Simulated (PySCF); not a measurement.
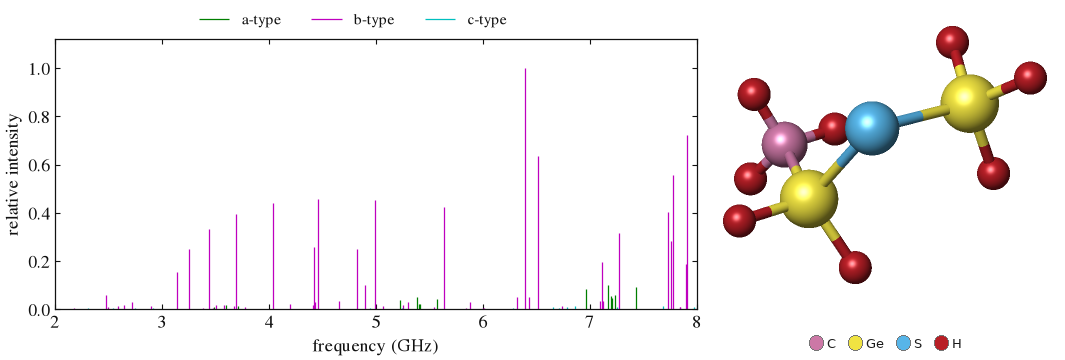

CH₈Ge₂S, SMILES [CH3][GeH2][S][GeH3], singlet. Simulated rotational absorption lines between 2 and 8 GHz at 2 K: rigid rotor with the equilibrium constants and dipole of one optimised conformer (PBE0-D3(BJ)/def2-SVP, PySCF 2.14.0), commonest isotopes; no centrifugal distortion, hyperfine structure, internal rotation or nuclear-spin weights; lines within 1 MHz of each other are summed. Lines of different type are drawn apart.

What are the rotational constants, and what kind of rotor is it?

Answer. Rotational constants A, B, C = 3.985, 0.9583, 0.8431 GHz; Ray's κ = −0.93, a near-prolate asymmetric top.

Which dipole components drive the lines?

Answer.
|μa|, |μb|, |μc| = 0.47, 1.89, 0.28 D; b-type lines carry 92 % of the intensity in this range.

Note: coarse grid, loose stop and no frequency check, small forces are noise and the end may be a saddle.
